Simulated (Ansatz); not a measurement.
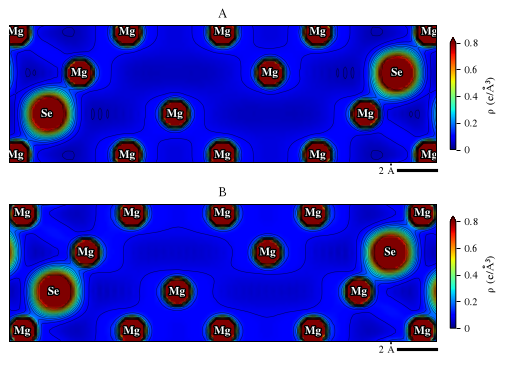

Mg4Se. The valence pseudo-density of two cells that differ in size and shape, on the (110) plane of each (indices in the axes of the calculation cell), at one length scale and on one colour scale: A has 25.8 Å³ an atom and B 22.8.

All numbers below come from DFT PBE, scalar-relativistic, plane waves, PAW (Ansatz).

Core electrons are frozen (PAW), and the valence fields are smoothed inside the atomic spheres.

The larger cell:

```
Mg Se
1.0
     3.71301    0.00000    0.00000
    -1.85651    3.21556    0.00000
     0.00000    0.00000   21.57232
Mg Se
8 2
Cartesian
  0.0000 0.0000 0.0000
  1.8565 1.0718 3.3167
  0.0000 2.1437 18.2556
  1.8565 1.0718 13.2650
  0.0000 0.0000 10.7862
  0.0000 2.1437 8.3073
  0.0000 0.0000 5.8191
  0.0000 0.0000 15.7532
  1.8565 1.0718 19.9095
  0.0000 2.1437 1.6628
```

The smaller cell: a = 3.556 Å, b = 3.556 Å, c = 20.861 Å, α = 90.00°, β = 90.00°, γ = 120.00°.

> What does the compression do to the bonding and the properties?

From the larger cell to the smaller, Mg–Se goes from 2.71 to 2.63 Å, and the density at its midpoint from 0.26 to 0.29 e/Å³; the pressure goes from −1.8 to 2.4 GPa.
